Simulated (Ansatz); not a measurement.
```xyz
10

N    -0.9129    1.5256    0.5553
S     0.5415   -0.3951    2.5965
Sb    0.5671   -1.4320    0.3335
Si   -1.0690    0.9484    2.1870
H    -1.7479    1.7634    0.0270
H    -0.1342    2.1238    0.2923
H    -0.9959    1.9763    3.2711
H    -2.4132    0.2985    2.2182
H     1.0239   -2.9530    1.0144
H    -1.0895   -1.9108    0.3651
```

Geometry: r2SCAN-D4/def2-SVP; core potentials replace the inner electrons of Sb.

Method: Ansatz 0.2.0, isolated molecule in a Gaussian basis; Kohn-Sham density functional theory, functional PBE0.

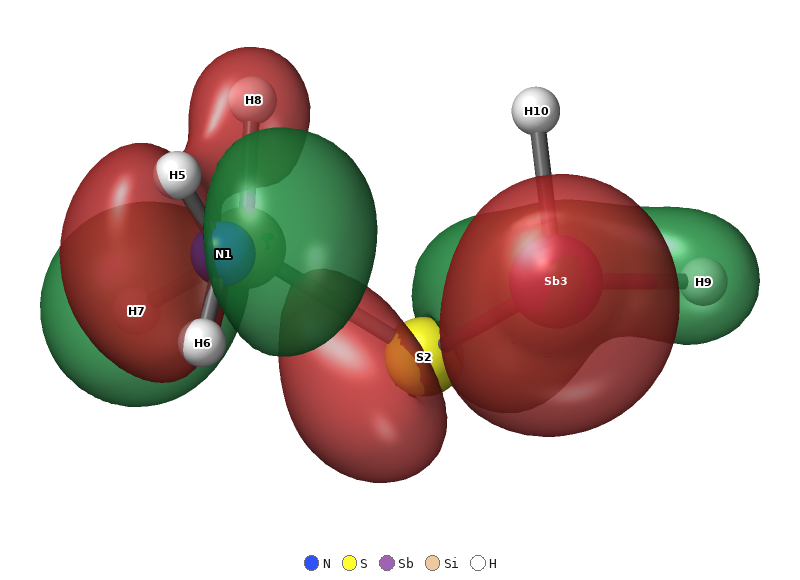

H$_{6}$NSSbSi (SMILES N[SiH2][S][SbH2]). The HOMO−1 at ±0.08 Å⁻³ᐟ² (green and red are the two phases), seen from one side.

Q: Describe this orbital and give its energy.

A: Its weight (Hirshfeld) is mainly on N1 (about 35 %), Sb3 (about 20 %), S2 (about 15 %), Si4 (about 10 %) and H7 (about 10 %). Its energy is −7.62 eV.
